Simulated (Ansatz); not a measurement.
# Calculations on Mg$_{63}$VSi$_{32}$

### Relaxation

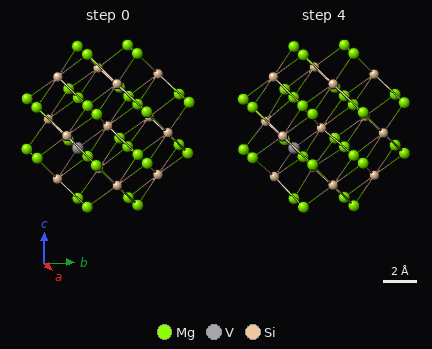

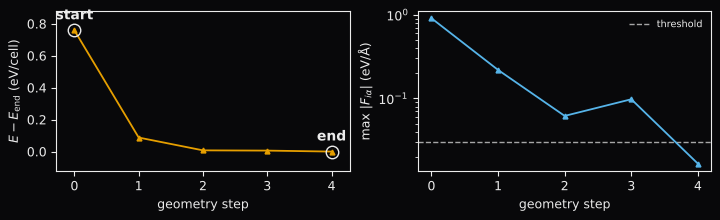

First and last geometry of a relaxation of a defect cell of composition Mg63VSi32 (cell charge −1), with the history of the run. Style: ball-and-stick. Shown: the atoms within 5.8 Å of the atom that moves most (axes of the cell of the calculation (origin shifted)), slightly off an axis.

Level of theory: DFT, PBEsol, PAW, plane waves in Ansatz 0.2.0. Settings: plane-wave cutoff 420 eV; k-point mesh 1 × 1 × 1; mesh shifted by (0.25, 0.25, 0.25); no spin polarisation; atoms relaxed in a fixed cell; force threshold 0.03 eV/Å; at most 80 steps.

Read the history and describe the run.

It converged. A Si atom moves most: 0.23 Å along [−1 −1 −1]. By element the largest moves are Si 0.23 Å, Mg 0.09 Å, V 0.03 Å. The cell stays as it was. Some distances before and after: Si–V 2.753 → 2.502 Å, Si–V 2.774 → 2.570 Å, Mg–Si 2.718 → 2.903 Å, Si–V 2.725 → 2.569 Å. Among the angles between lasting bonds that change: Si–Mg–Si 111.2° → 101.4°, Si–Mg–Si 109.3° → 101.3°, Si–Mg–Si 107.7° → 111.3°. After 4 geometry steps the energy has fallen by 0.759 eV per cell of the calculation. Largest force component: 0.91 eV/Å at the start, 0.017 eV/Å at the end.

Limits of the set-up: the cell is charged, on a uniform background, and energies carry no finite-size correction.

### Relaxation

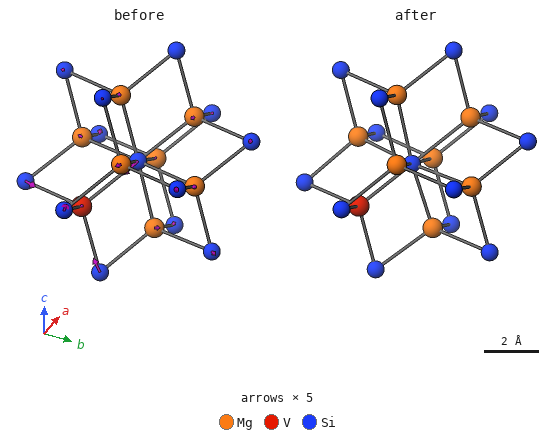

The structure of a defect cell of composition Mg$_{63}$VSi$_{32}$ before (left) and after (right) a relaxation, at one scale. The purple arrows give the displacements, magnified 5 times.

Style: ball-and-stick. Shown: the atoms within 5.0 Å of the atom that moves most (axes of the cell of the calculation (origin shifted)), from a free direction.

Computed with Ansatz, DFT, PBEsol, PAW, plane waves. Set-up: plane-wave cutoff 420 eV; k-point mesh 1 × 1 × 1; mesh shifted by (0.25, 0.25, 0.25); collinear spin; atoms relaxed in a fixed cell; force threshold 0.03 eV/Å; at most 80 steps.

Q: Describe what moved and what it gained.

A: The atom that moves furthest is a Si atom (0.16 Å along [−1 −1 −1]). Largest moves by element: Si 0.16 Å, Mg 0.07 Å, V 0.02 Å. The lattice vectors keep their values. Near-neighbour distances that change, for instance: Si–V 2.753 → 2.580 Å, Si–V 2.774 → 2.616 Å, Mg–Si 2.718 → 2.836 Å, Si–V 2.727 → 2.614 Å. Among the angles between lasting bonds that change: Si–Mg–Si 111.2° → 104.1°, Si–Mg–Si 109.3° → 104.1°, Si–Mg–Si 108.5° → 111.2°. Over 3 geometry steps the energy falls by 0.532 eV per cell of the calculation. The largest force component goes from 0.79 to 0.0095 eV/Å.

### Defect

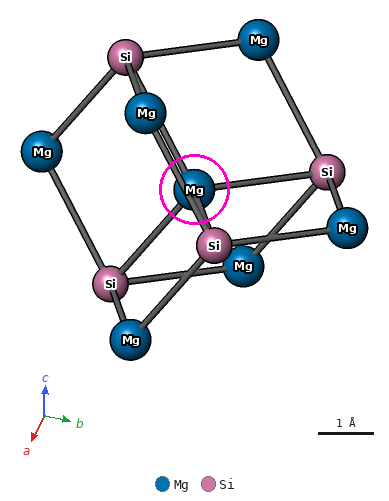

Perfect Mg2Si. A ball-and-stick model of the atoms within 3.8 Å of one point, seen from a free direction.

These are results of DFT, PBEsol, PAW, plane waves in Ansatz 0.2.0, not measurements. Settings: plane-wave cutoff 420 eV; k-point mesh 1 × 1 × 1; mesh shifted by (0.25, 0.25, 0.25); collinear spin. Fermi-Dirac smearing of 0.01 eV. A uniform background neutralises the charged cell. The axes drawn are those of the host's conventional cell.

A magnesium atom is replaced by vanadium at the ringed place, in charge state +1. The supercell has 96 sites, and the atoms are relaxed at the host's cell.

How do the neighbours respond?

Answer. In the host the Mg atom has 4 Si at 2.74 Å, 6 Mg at 3.16 to 3.17 Å; the V atom ends with 4 Si at 2.57 to 2.58 Å. Of the host's atoms, a silicon atom moves furthest from its site, by 0.18 Å. The cell's net moment is 2.00 μB.

The relaxed defect, seen from the same direction:

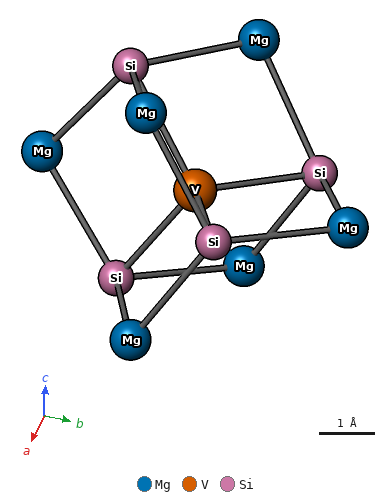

Limits of the set-up: the cell is charged, on a uniform background, and energies carry no finite-size correction.

### Defect

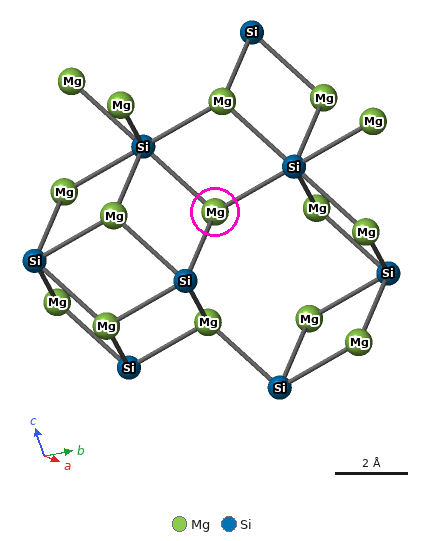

Perfect Mg₂Si. A ball-and-stick model of the atoms within 6.0 Å of one point, in a slice 4.2 Å thick across the line of sight, seen slightly off an axis.

Method: DFT, PBEsol, PAW, plane waves (Ansatz). (plane-wave cutoff 420 eV; k-point mesh 1 × 1 × 1; mesh shifted by (0.25, 0.25, 0.25); collinear spin) Fermi-Dirac smearing of 0.01 eV. A uniform background neutralises the charged cell. The axes drawn are those of the host's conventional cell.

A magnesium atom is replaced by vanadium at the ringed place, in charge state −1. The supercell has 96 sites, and the atoms are relaxed at the host's cell.

> Predict the relaxed surroundings of the defect.

In the host the Mg atom has 4 Si at 2.74 Å, 6 Mg at 3.16 to 3.17 Å; the V atom ends with 4 Si at 2.63 to 2.64 Å, 6 Mg at 3.12 to 3.14 Å. Of the host's atoms, a silicon atom moves furthest from its site, by 0.12 Å. The cell's net moment is 4.00 μB.

The relaxed defect, seen from the same direction:

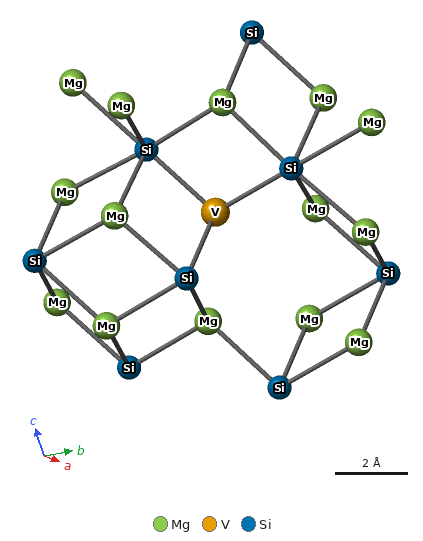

Limits of the set-up: the cell is charged, on a uniform background, and energies carry no finite-size correction.
